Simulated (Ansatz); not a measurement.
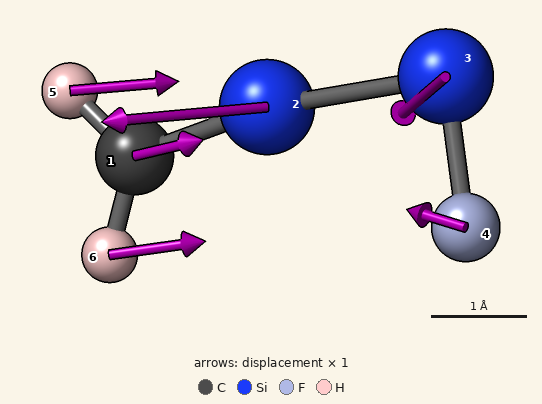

A relaxation of CH2FSi2 (charge +1). The starting structure is drawn; purple arrows show the displacements, at their true length. The two geometries are superimposed by the best rigid fit.

The picture is a ball-and-stick view, seen at a tilt.

These are results of RKS PBE0-D4/def2-TZVP (Ansatz), not measurements. Set-up: force threshold 0.005 eV/Å; at most 200 steps.

**What happened in the run?**

The atom that moves furthest after the best rigid fit is Si2 (1.99 Å). By element the largest moves are Si 1.99 Å, H 1.17 Å, C 0.90 Å, F 0.77 Å. Some distances before and after: C1–Si3 4.044 → 2.040 Å, Si2–Si3 2.299 → 3.308 Å, C1–H6 1.084 → 1.108 Å, C1–Si2 1.757 → 1.777 Å. New bonds form: C1–Si3 (4.04 → 2.04 Å). Bonds break: Si2–Si3 (2.30 → 3.31 Å). Among the angles between lasting bonds that change: Si2–C1–H6 123.1° → 108.3°, Si2–C1–H5 123.7° → 115.0°, H5–C1–H6 113.1° → 109.7°. After 32 accepted moves (36 points after the start) the energy has fallen by 34.8 kcal/mol. The largest force component goes from 2.9 to 0.0014 eV/Å. The line search rejected the trial steps at points 8, 14, 28, 30 of the run. Cost: 99 s on 2 threads of Arm Neoverse V2, on a shared host.
